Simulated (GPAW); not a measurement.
# Screening of a field by a 8-layer slab of Al(100), part 2 of 2

Aim: the dipole that a field along the normal induces in a 8-layer slab of Al(100).

GPAW 26.7.0; GPAW, PAW setups; slab in vacuum, relaxation (the session's first sound run).

So far, upper work function (eV): step 2 (relaxation) 4.21; step 3 (the slab's potential) 4.21.

## 5. In a field

run.py reads:

```python
import json
import numpy as np
from ase import Atoms
from gpaw import GPAW, PW
from gpaw.external import ConstantElectricField

slab = Atoms(
    ['Al', 'Al', 'Al', 'Al', 'Al', 'Al', 'Al', 'Al'],
    positions=[
        [1.43189, 1.43189, 9.00000],
        [0.00000, 0.00000, 11.02500],
        [1.43189, 1.43189, 13.05000],
        [0.00000, 0.00000, 15.07500],
        [1.43189, 1.43189, 17.06306],
        [-0.00000, 0.00000, 19.11583],
        [1.43189, 1.43189, 21.14500],
        [-0.00000, -0.00000, 23.17781]],
    cell=[[2.86378, 0.0, 0.0], [0.0, 2.86378, 0.0], [0.0, 0.0, 32.175]],
    pbc=[True, True, False])

slab.calc = GPAW(mode=PW(400), xc='PBE', kpts={'size': (11, 11, 1), 'gamma': True},
                 occupations={'name': 'fermi-dirac', 'width': 0.1}, nbands='200%',
                 convergence={'density': 1e-05}, maxiter=200,
                 poissonsolver={'dipolelayer': 'xy'},
                 external=ConstantElectricField(-0.1, [0, 0, 1]),
                 symmetry={'tolerance': 1e-3}, txt='slab.txt')
result = {}
energy = slab.get_potential_energy()
fermi = slab.calc.get_fermi_level()
v = slab.calc.get_electrostatic_potential().mean((0, 1)) - fermi
n = slab.calc.get_pseudo_density().mean((0, 1))
L = slab.cell[2, 2]
z = np.arange(len(v)) * L / len(v)
low, high = slab.positions[:, 2].min(), slab.positions[:, 2].max()
below, above = np.interp([low - 6.8, high + 6.8], z, v)
slopes = [np.interp(x, z, np.gradient(v, z)) for x in (low - 6.8, high + 6.8)]
eps = np.array([[slab.calc.get_eigenvalues(k, s) for k in range(len(slab.calc.get_ibz_k_points()))]
                for s in range(slab.calc.get_number_of_spins())]) - fermi
top, bottom = eps[eps < 0].max(), eps[eps > 0].min()
dipole = slab.get_dipole_moment()[2]
print(f'energy {energy:.4f} eV, Fermi level {fermi:.4f} eV, dipole {dipole:.5f} e A')
print(f'potential 6.8 A off the faces, from the Fermi level: lower {below:.4f} eV, upper {above:.4f} eV')
print(f'slope of the potential there: lower {slopes[0]:.5f}, upper {slopes[1]:.5f} eV/A')
print(f'nearest levels on the mesh: {top:.4f} and {bottom:.4f} eV')
print('magnetic moment', round(slab.get_magnetic_moment(), 3))
result.update(energy=energy, fermi=fermi, dipole=dipole, below=below, above=above, slopes=slopes, edges=[top, bottom],
              z=z.tolist(), v=v.tolist(), n=n.tolist(), positions=slab.positions.tolist(),
              forces=slab.get_forces(apply_constraint=False).tolist(), moments=slab.get_magnetic_moments().tolist())
json.dump(result, open('result.json', 'w'))
```

Command:

```
> OMP_NUM_THREADS=1 OPENBLAS_NUM_THREADS=1 python run.py
```

The program printed:

```text
energy -28.9625 eV, Fermi level 1.5387 eV, dipole -0.07879 e A
potential 6.8 A off the faces, from the Fermi level: lower 3.3448 eV, upper 5.0831 eV
slope of the potential there: lower -0.00004, upper 0.00005 eV/A
nearest levels on the mesh: -0.0084 and 0.0106 eV
magnetic moment 0.0
```

Run time: 81 s. Hardware: 1 thread of AMD EPYC 9R14 (Zen 4), shared host; peak memory 0.4 GiB.

Numbers from this step:

- dipole along the normal: -0.07879 e·Å
- levels nearest the Fermi level on the mesh: -0.008439, 0.01060 eV from the Fermi level
- potential below the slab, the applied field's own ramp left out: 3.345 eV from the Fermi level
- potential above the slab, the applied field's own ramp left out: 5.083 eV from the Fermi level

The electrostatic potential energy of an electron (without an applied field's), less the Fermi level, planar mean oscillates, so the rows of the table below give means over windows of 2.04 Å about each position, cut where the curve ends. Its maxima inside the range that stand out by 2 % of the span (Å: eV): 10.0: -2.66, 12.0: -2.43, 14.0: -2.25, 16.1: -2.24, 18.1: -1.67, 20.2: -1.59, 22.2: -1.38, 31.6: 5.08. Its minima: 9.0: -14.0, 11.0: -14.0, 13.1: -13.8, 15.1: -13.5, 17.1: -13.4, 19.1: -13.2, 21.1: -13.0, 23.2: -12.6.

The electrostatic potential energy of an electron (without an applied field's), less the Fermi level, planar mean by z; means over each step:

```tsv
z (Å)	electrostatic potential energy of an electron (without an applied field's), less the Fermi level, planar mean (eV)
1.02	3.42
3.06	3.34
5.10	3.34
7.14	2.28
9.18	-7.53
11.22	-7.58
13.26	-7.40
15.30	-7.27
17.34	-6.95
19.38	-6.76
21.42	-6.55
23.46	-5.33
25.50	4.71
27.54	5.08
29.58	5.08
31.62	5.03
```

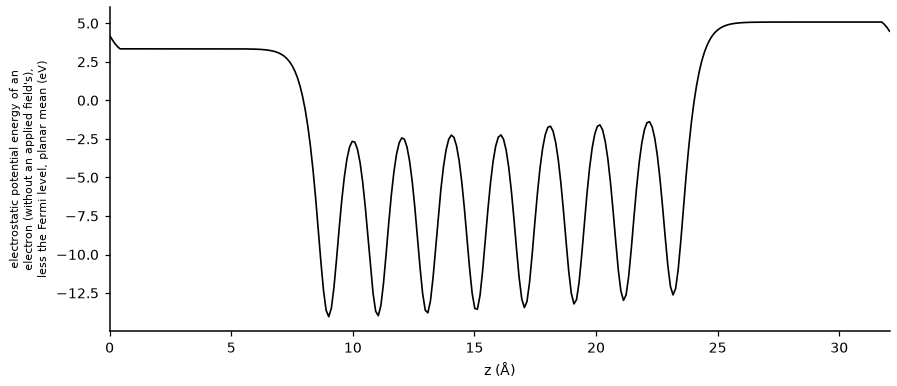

Electrostatic potential energy of an electron (without an applied field's), less the Fermi level, planar mean, plotted against z.

Force by atom:

```tsv
atom	x (eV/Å)	y (eV/Å)	z (eV/Å)	size
Al1	0.0000	0.0000	-0.0157	0.0157
Al2	0.0000	0.0000	0.0289	0.0289
Al3	0.0000	0.0000	-0.0439	0.0439
Al4	0.0000	0.0000	0.0659	0.0659
Al5	0.0000	0.0000	0.0094	0.0094
Al6	0.0000	0.0000	-0.0093	0.0093
Al7	0.0000	0.0000	-0.0264	0.0264
Al8	0.0000	0.0000	-0.0092	0.0092
```

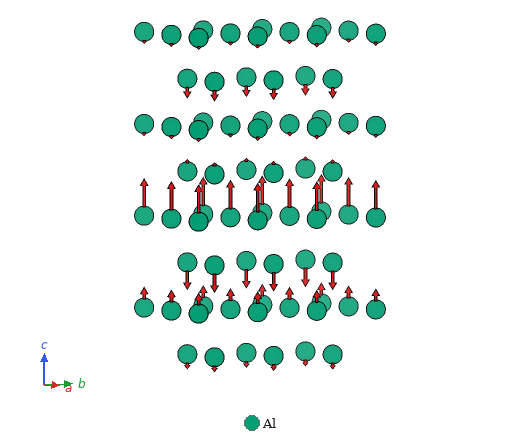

Force as arrows, the longest 0.0659 eV/Å. 2×3×1 cells are drawn. Some periodic images of atoms are drawn too.

The dipole is now -0.0788 e Å, against 2.8e-4 in the run without a field.

## 6. In a field

run.py: that of step 5 with these lines changed.

```diff
@@ -24,3 +24,3 @@
                  poissonsolver={'dipolelayer': 'xy'},
-                 external=ConstantElectricField(-0.1, [0, 0, 1]),
+                 external=ConstantElectricField(-0.05, [0, 0, 1]),
                  symmetry={'tolerance': 1e-3}, txt='slab.txt')
```

The program printed:

```text
energy -28.9596 eV, Fermi level 1.5391 eV, dipole -0.03921 e A
potential 6.8 A off the faces, from the Fermi level: lower 3.7805 eV, upper 4.6457 eV
slope of the potential there: lower -0.00004, upper 0.00004 eV/A
nearest levels on the mesh: -0.0084 and 0.0106 eV
magnetic moment 0.0
```

Wall time 72 s (1 thread); peak memory 0.41 GiB.

The electrostatic potential energy of an electron (without an applied field's), less the Fermi level, planar mean oscillates, so the rows of the table below give means over windows of 2.04 Å about each position, cut where the curve ends. Its maxima inside the range that stand out by 2 % of the span (Å: eV): 10.0: -2.35, 12.0: -2.23, 14.0: -2.15, 16.1: -2.24, 18.1: -1.77, 20.2: -1.80, 22.2: -1.69. Its minima: 9.0: -13.7, 11.0: -13.7, 13.1: -13.6, 15.1: -13.5, 17.1: -13.5, 19.1: -13.4, 21.1: -13.2, 23.2: -13.0.

Table of electrostatic potential energy of an electron (without an applied field's), less the Fermi level, planar mean by z; means over each step:

```tsv
z (Å)	electrostatic potential energy of an electron (without an applied field's), less the Fermi level, planar mean (eV)
1.02	3.82
3.06	3.78
5.10	3.77
7.14	2.70
9.18	-7.19
11.22	-7.33
13.26	-7.26
15.30	-7.23
17.34	-7.02
19.38	-6.93
21.42	-6.81
23.46	-5.70
25.50	4.28
27.54	4.64
29.58	4.65
31.62	4.62
```

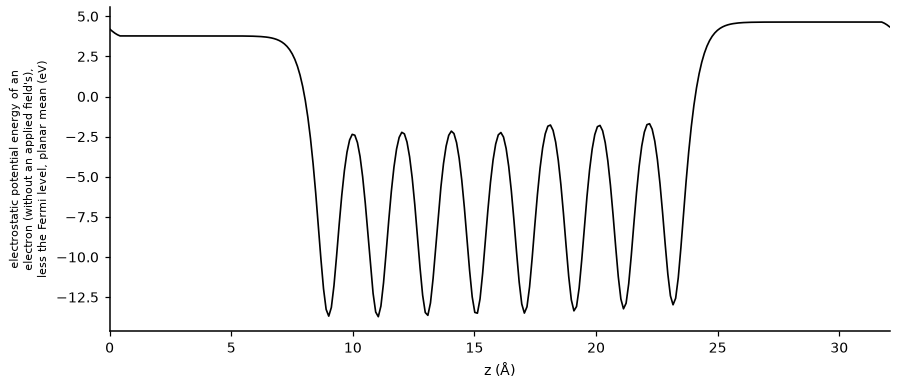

Electrostatic potential energy of an electron (without an applied field's), less the Fermi level, planar mean against z.

## 7. Field on

run.py: that of step 6 with these lines changed.

```diff
@@ -24,3 +24,3 @@
                  poissonsolver={'dipolelayer': 'xy'},
-                 external=ConstantElectricField(-0.05, [0, 0, 1]),
+                 external=ConstantElectricField(0.05, [0, 0, 1]),
                  symmetry={'tolerance': 1e-3}, txt='slab.txt')
```

The program printed:

```text
energy -28.9596 eV, Fermi level 1.5391 eV, dipole 0.03993 e A
potential 6.8 A off the faces, from the Fermi level: lower 4.6536 eV, upper 3.7725 eV
slope of the potential there: lower -0.00004, upper 0.00004 eV/A
nearest levels on the mesh: -0.0084 and 0.0106 eV
magnetic moment 0.0
```

Elapsed: 72 s, on 1 thread; peak memory 0.41 GiB.

## 8. In a field

run.py: that of step 7 with these lines changed.

```diff
@@ -24,3 +24,3 @@
                  poissonsolver={'dipolelayer': 'xy'},
-                 external=ConstantElectricField(0.05, [0, 0, 1]),
+                 external=ConstantElectricField(0.1, [0, 0, 1]),
                  symmetry={'tolerance': 1e-3}, txt='slab.txt')
```

The program printed:

```text
energy -28.9626 eV, Fermi level 1.5388 eV, dipole 0.07950 e A
potential 6.8 A off the faces, from the Fermi level: lower 5.0909 eV, upper 3.3367 eV
slope of the potential there: lower -0.00005, upper 0.00004 eV/A
nearest levels on the mesh: -0.0083 and 0.0106 eV
magnetic moment 0.0
```

Run time: 80 s. Hardware: 1 thread; peak memory 0.4 GiB.

The electrostatic potential energy of an electron (without an applied field's), less the Fermi level, planar mean oscillates, so the rows of the table below give means over windows of 2.04 Å about each position, cut where the curve ends. Its maxima inside the range that stand out by 2 % of the span (Å: eV): 0.8: 5.09, 10.0: -1.44, 12.0: -1.62, 14.0: -1.85, 16.1: -2.24, 18.1: -2.08, 20.2: -2.41, 22.2: -2.61. Its minima: 9.0: -12.6, 11.0: -13.0, 13.1: -13.2, 15.1: -13.4, 17.1: -13.6, 19.1: -13.8, 21.1: -14.0, 23.2: -14.0.

Electrostatic potential energy of an electron (without an applied field's), less the Fermi level, planar mean against z; means over each step:

```tsv
z (Å)	electrostatic potential energy of an electron (without an applied field's), less the Fermi level, planar mean (eV)
1.02	5.01
3.06	5.09
5.10	5.08
7.14	3.97
9.18	-6.15
11.22	-6.60
13.26	-6.84
15.30	-7.11
17.34	-7.20
19.38	-7.42
21.42	-7.61
23.46	-6.81
25.50	2.99
27.54	3.33
29.58	3.34
31.62	3.39
```

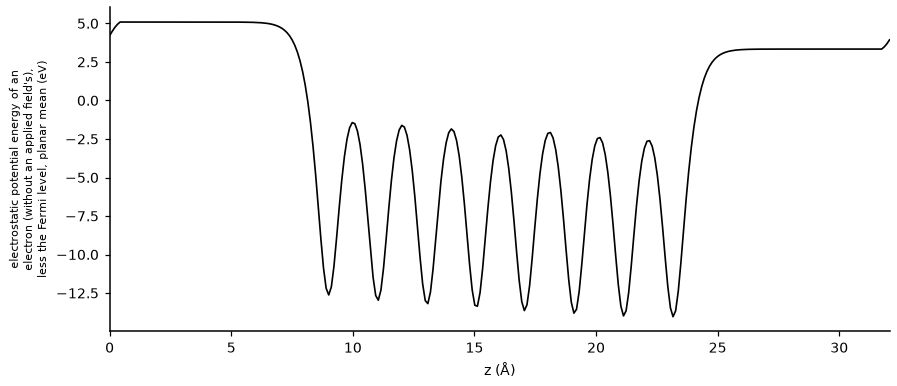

Electrostatic potential energy of an electron (without an applied field's), less the Fermi level, planar mean, plotted against z.

The dipole is now 0.0795 e Å, against 2.8e-4 in the run without a field.

## 9. Field on

run.py: that of step 8 with these lines changed.

```diff
@@ -24,3 +24,3 @@
                  poissonsolver={'dipolelayer': 'xy'},
-                 external=ConstantElectricField(0.1, [0, 0, 1]),
+                 external=ConstantElectricField(0.2, [0, 0, 1]),
                  symmetry={'tolerance': 1e-3}, txt='slab.txt')
```

The program printed:

```text
energy -28.9745 eV, Fermi level 1.5374 eV, dipole 0.15865 e A
potential 6.8 A off the faces, from the Fermi level: lower 5.9672 eV, upper 2.4667 eV
slope of the potential there: lower -0.00005, upper 0.00004 eV/A
nearest levels on the mesh: -0.0083 and 0.0107 eV
magnetic moment 0.0
```

Run time: 84 s. Hardware: 1 thread; peak memory 0.41 GiB.

The electrostatic potential energy of an electron (without an applied field's), less the Fermi level, planar mean oscillates, so the rows of the table below give means over windows of 2.04 Å about each position, cut where the curve ends. Its maxima inside the range that stand out by 2 % of the span (Å: eV): 1.6: 5.97, 10.0: -0.824, 12.0: -1.21, 14.0: -1.64, 16.1: -2.24, 18.1: -2.28, 20.2: -2.82, 22.2: -3.22. Its minima: 9.0: -11.9, 11.0: -12.5, 13.1: -12.9, 15.1: -13.3, 17.1: -13.7, 19.1: -14.1, 21.1: -14.5, 23.2: -14.7.

Table of electrostatic potential energy of an electron (without an applied field's), less the Fermi level, planar mean by z; means over each step:

```tsv
z (Å)	electrostatic potential energy of an electron (without an applied field's), less the Fermi level, planar mean (eV)
1.02	5.81
3.06	5.97
5.10	5.96
7.14	4.82
9.18	-5.46
11.22	-6.12
13.26	-6.56
15.30	-7.03
17.34	-7.33
19.38	-7.75
21.42	-8.14
23.46	-7.54
25.50	2.13
27.54	2.47
29.58	2.47
31.62	2.58
```

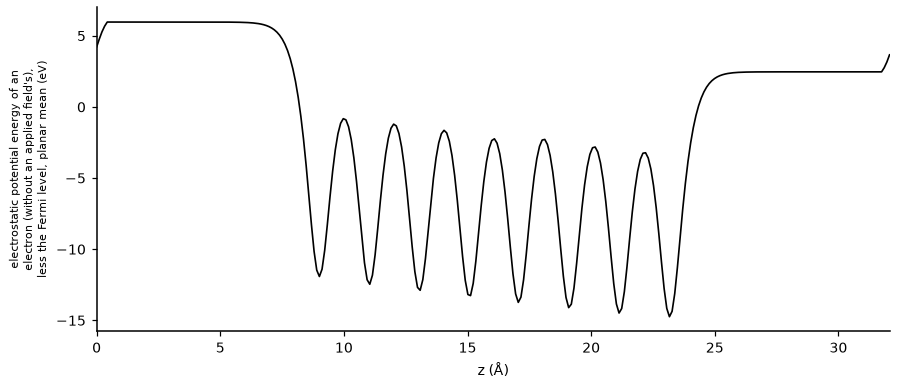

Electrostatic potential energy of an electron (without an applied field's), less the Fermi level, planar mean, plotted against z.

The dipole is now 0.159 e Å, against 2.8e-4 in the run without a field.

## 10. In a field

run.py: that of step 9 with these lines changed.

```diff
@@ -24,3 +24,3 @@
                  poissonsolver={'dipolelayer': 'xy'},
-                 external=ConstantElectricField(0.2, [0, 0, 1]),
+                 external=ConstantElectricField(0.3, [0, 0, 1]),
                  symmetry={'tolerance': 1e-3}, txt='slab.txt')
```

The program printed:

```text
energy -28.9943 eV, Fermi level 1.5350 eV, dipole 0.23784 e A
potential 6.8 A off the faces, from the Fermi level: lower 6.8462 eV, upper 1.5986 eV
slope of the potential there: lower -0.00005, upper 0.00004 eV/A
nearest levels on the mesh: -0.0082 and 0.0107 eV
magnetic moment 0.0
```

Elapsed: 83 s, on 1 thread; peak memory 0.4 GiB.

The electrostatic potential energy of an electron (without an applied field's), less the Fermi level, planar mean oscillates, so the rows of the table below give means over windows of 2.04 Å about each position, cut where the curve ends. Its maxima inside the range that stand out by 2 % of the span (Å: eV): 1.2: 6.85, 10.0: -0.212, 12.0: -0.800, 14.0: -1.44, 16.1: -2.24, 18.1: -2.49, 20.2: -3.22, 22.2: -3.83. Its minima: 9.0: -11.2, 11.0: -12.0, 13.1: -12.6, 15.1: -13.2, 17.1: -13.8, 19.1: -14.4, 21.1: -15.0, 23.2: -15.4.

Electrostatic potential energy of an electron (without an applied field's), less the Fermi level, planar mean against z; means over each step:

```tsv
z (Å)	electrostatic potential energy of an electron (without an applied field's), less the Fermi level, planar mean (eV)
1.02	6.61
3.06	6.85
5.10	6.84
7.14	5.67
9.18	-4.77
11.22	-5.63
13.26	-6.27
15.30	-6.95
17.34	-7.45
19.38	-8.08
21.42	-8.68
23.46	-8.28
25.50	1.28
27.54	1.60
29.58	1.60
31.62	1.77
```

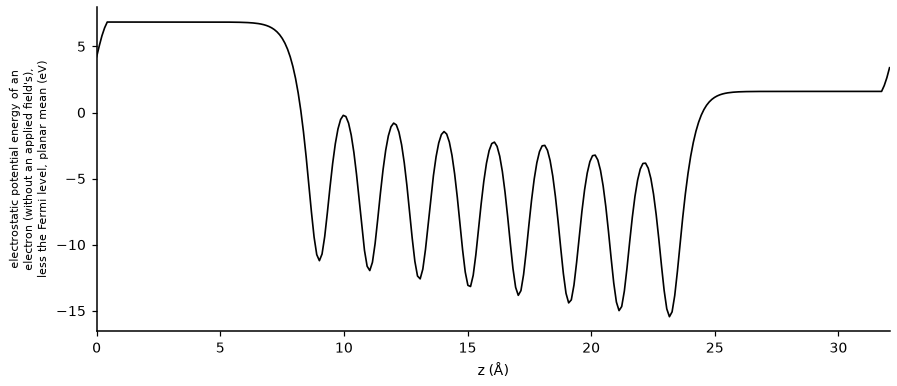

Electrostatic potential energy of an electron (without an applied field's), less the Fermi level, planar mean, plotted against z.

The dipole is now 0.238 e Å, against 2.8e-4 in the run without a field.

## 11. The series

The members are put on one axis.

This step: induced dipole against applied field (GPAW 26.7.0).

Table of dipole along the normal by field:

```tsv
field (V/Å)	dipole along the normal (e·Å)
-0.200	-0.158
-0.100	-0.0788
-0.050	-0.0392
0.000	2.8e-4
0.050	0.0399
0.100	0.0795
0.200	0.159
0.300	0.238
```

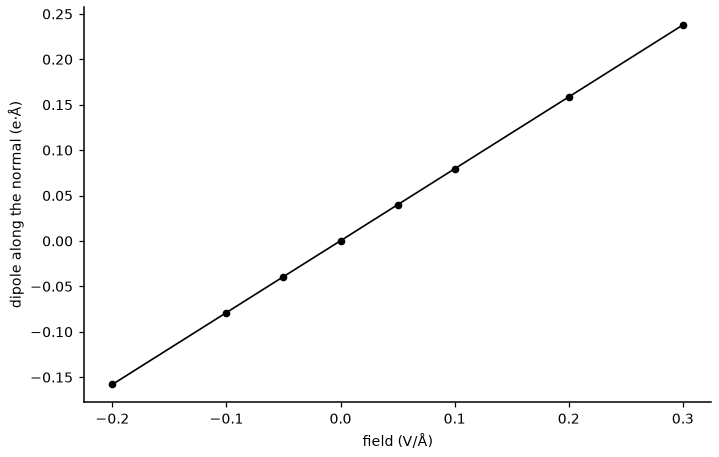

Dipole along the normal against field.

## 12. Results

| Property | Result |
| --- | --- |
| work function, upper and lower face | 4.209 and 4.217 eV |
| dipole along the normal | 2.8e-4 e Å |
| induced dipole per field | 0.792 e Å per V/Å |
| out-of-plane polarisability per area, α/(ε0 A) | 17.5 Å |

The field induces 0.792 e Å per V/Å, a polarisable thickness α/(ε0 A) of 17.5 Å beside 14.2 Å between the outermost nuclei. A perfect conductor would give the distance between its two image planes; a dielectric of thickness t gives t(1 - 1/ε). The measured value for this face is 4.32 eV (as compiled in "Properties of real metallic surfaces: Effects of density functional semilocality and van der Waals nonlocality", 2017, arxiv:1702.08515); the relaxed upper face lies 0.11 eV under it with PBE. Measured work functions scatter by a tenth of an eV or more between methods. The induced dipole is linear in the field over this range. The small printed dipole stands for a step of -6.2 meV from the lower to the upper face, and the probes find -7.6 meV; values this small are near the numerical noise of both. The in-plane lattice was kept as typed, which isn't the functional's own and leaves some strain; spin-orbit coupling and temperature are left out.

[Logs are printed without paths, hosts, clocks, repeated set-up lines and the standing remarks that a program may print on its own settings, such as how far it seeks lower states.]

[Hosts, paths, dates, database ids (printed as entryN), source tags and the programs' standing remarks are cut or masked in the printed files.]
